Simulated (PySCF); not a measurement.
C7H6BF2 (doublet)

```yaml
atoms:
  - { symbol: C, position_ang: [-2.3931, 0.8041, -0.7915] }
  - { symbol: C, position_ang: [-1.2439, 0.1847, -0.3455] }
  - { symbol: C, position_ang: [-1.2400, -1.1821, 0.0542] }
  - { symbol: C, position_ang: [-0.0898, -1.7849, 0.4988] }
  - { symbol: C, position_ang: [1.1018, -1.0731, 0.5697] }
  - { symbol: C, position_ang: [1.1519, 0.2801, 0.1856] }
  - { symbol: B, position_ang: [2.4829, 1.0771, 0.2639] }
  - { symbol: F, position_ang: [2.5861, 2.3448, -0.0941] }
  - { symbol: F, position_ang: [3.6160, 0.5516, 0.6943] }
  - { symbol: C, position_ang: [-0.0109, 0.8863, -0.2639] }
  - { symbol: H, position_ang: [-2.3878, 1.8368, -1.0886] }
  - { symbol: H, position_ang: [-3.3248, 0.2713, -0.8532] }
  - { symbol: H, position_ang: [-2.1648, -1.7375, 0.0019] }
  - { symbol: H, position_ang: [-0.1072, -2.8230, 0.7975] }
  - { symbol: H, position_ang: [2.0026, -1.5516, 0.9208] }
  - { symbol: H, position_ang: [0.0134, 1.9243, -0.5613] }
```

Geometry: GFN2-xTB.

Method: PySCF 2.14.0, density-fitted response routines, UKS B3LYP, pcH-1 on B C F H, non-relativistic, mean-field spin-orbit, GIAO.

Predict the electron density, electron localisation function and spin density between the atoms.

B–F (1.32 Å): ρ at the midpoint is about 2.2 e/Å³; the ELF peaks at about 0.85 between the atoms (a polar covalent bond).
C–C (1.37 Å): the density is about 2.2 e/Å³ at the midpoint; the ELF peaks at about 0.95 between the atoms (a covalent bond).
C–B (1.55 Å): ρ is about 1.5 e/Å³ halfway; the ELF peaks at about 1 between the atoms (localised, covalent bonding).
C–H (1.07 Å): ρ is about 2.1 e/Å³ halfway; the ELF climbs to about 1 towards the hydrogen, as it does in any bond to H: an ordinary covalent bond to hydrogen.
The unpaired spin (1 electron) lies mostly on C1 (about 0.5), C5 (about 0.2), C10 (about 0.2) and C3 (about 0.1), in electrons by Hirshfeld's partition.

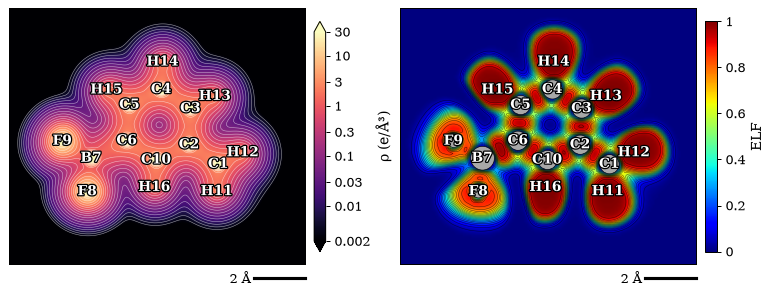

Computed electron density and electron localisation function on the molecular plane, in this order. Grey discs cover the atomic cores in the ELF map. 
